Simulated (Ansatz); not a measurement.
Input file:

```
crystal:
  periodic: [false, false, false]
  atoms:
    - { symbol: B, position_ang: [-0.71213, 0.62878, -0.74825] }
    - { symbol: C, position_ang: [0.0274, -0.19531, 0.07391] }
    - { symbol: "N", position_ang: [0.63924, -0.99859, 0.78766] }
    - { symbol: H, position_ang: [-1.38749, 1.22674, -1.45071] }
    - { symbol: H, position_ang: [1.43298, -0.66162, 1.33739] }
basis:
  gaussian: { orbitals: def2-SVP }
hamiltonian:
  xc: pbe0
  dispersion: d4
relax:
  f_tol: 0.02
  max_steps: 40
output:
  orbitals: {}
```

Command:

```sh
ansatz run input.yaml --threads 1 --pin off --max-ram 2048MiB --backend cpu --events-out ev --progress --plain --runs-dir out
```

The fields are those of the run's last geometry, not of the input's.

These are results of RKS PBE0-D4/def2-SVP in Ansatz, not measurements.

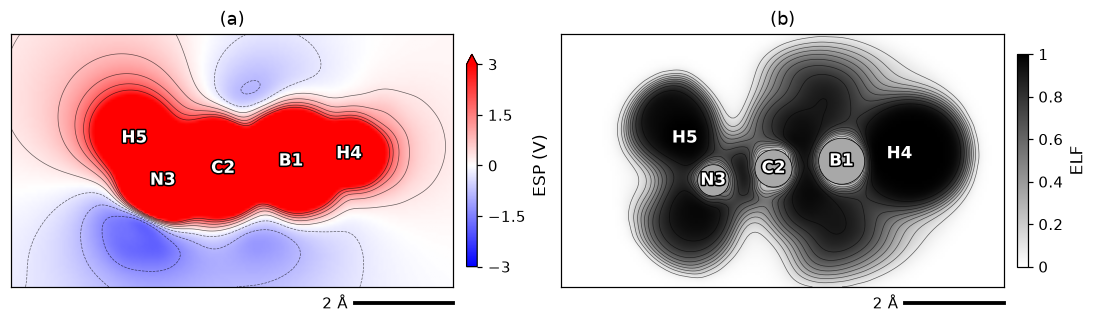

CH$_{2}$BN (SMILES B=C=N). (a) electrostatic potential; (b) electron localisation function on the molecular plane. Grey discs cover the atomic cores in the ELF map.

> What does the map show?

The section cuts through B, C, N and H sites. C–N (1.24 Å): the ELF peaks at about 0.90 between the atoms (a short, multiple covalent bond). C–B (1.39 Å): the ELF peaks at about 0.90 between the atoms; a covalent bond. N–H (1.03 Å): the ELF climbs to about 1 towards the hydrogen, as it does in any bond to H; a covalent bond by its length. B–H (1.18 Å): the ELF climbs to about 1 towards the hydrogen: an ordinary covalent bond to hydrogen. The ELF also peaks beside N3, away from the bonds: lone-pair regions. Outside the dense part of the molecule the potential is most negative (−1.9 V) near N3.
